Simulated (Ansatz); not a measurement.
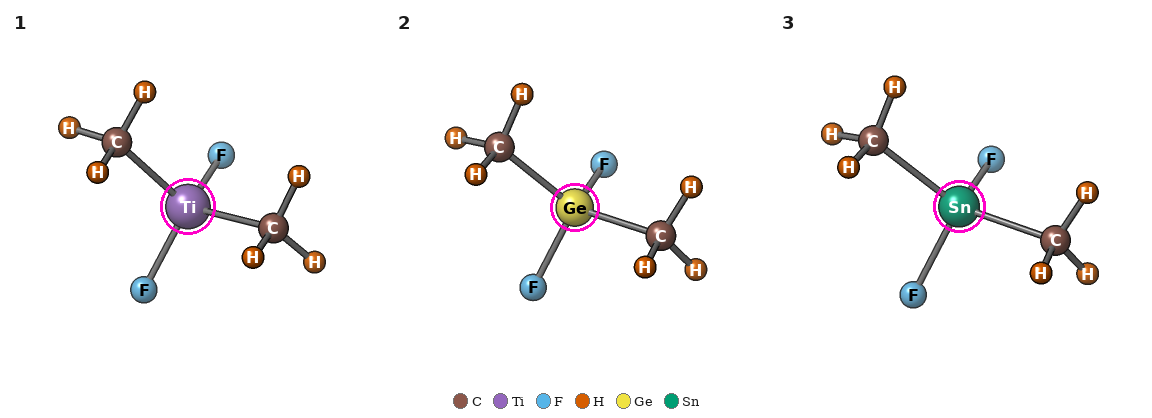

3 molecules with one skeleton, seen from the same side and at one scale; the atom that differs is circled. Each species is neutral and a spin singlet. Computed geometries: PBE0-D4/def2-TZVP optimisations, one conformation each. Properties computed with Ansatz 0.2.0. Elements past Kr carry core potentials.

One atom differs, called X below: Ti in panel 1, Ge in panel 2, Sn in panel 3. Their formulas are C2H6F2Ti (`[CH3][Ti]([CH3])([F])[F]`), C2H6F2Ge (`[CH3][Ge]([CH3])([F])[F]`), C2H6F2Sn (`[CH3][Sn]([CH3])([F])[F]`).

Question: Rank them by the mean length of X–C, lowest first (PBE0-D4/def2-TZVP).

Answer: 2 (Ge), 1 (Ti), 3 (Sn).

Question: Rank them by the dipole moment, lowest first (ωB97M-V/def2-TZVPP).

Answer: 1 (Ti), 2 (Ge), 3 (Sn).

Give the values. With PBE0-D4/def2-TZVP: mean length of X–C (Å), mean length of X–F (Å), angle C–X–C (°). With revPBE-D4/def2-TZVPP: HOMO energy (Kohn–Sham orbital) (eV), HOMO–LUMO gap (eV). With ωB97M-V/def2-TZVPP: dipole moment (D).

```
                            quantity  1 (Ti)  2 (Ge)  3 (Sn)
              mean length of X–C (Å)   2.048   1.926   2.114
              mean length of X–F (Å)   1.757   1.737   1.922
                     angle C–X–C (°)   105.3   121.3   127.1
HOMO energy (Kohn–Sham orbital) (eV)   −6.82   −7.49   −7.31
                  HOMO–LUMO gap (eV)    3.57    7.33    5.97
                   dipole moment (D)    1.66    3.40    4.29
```
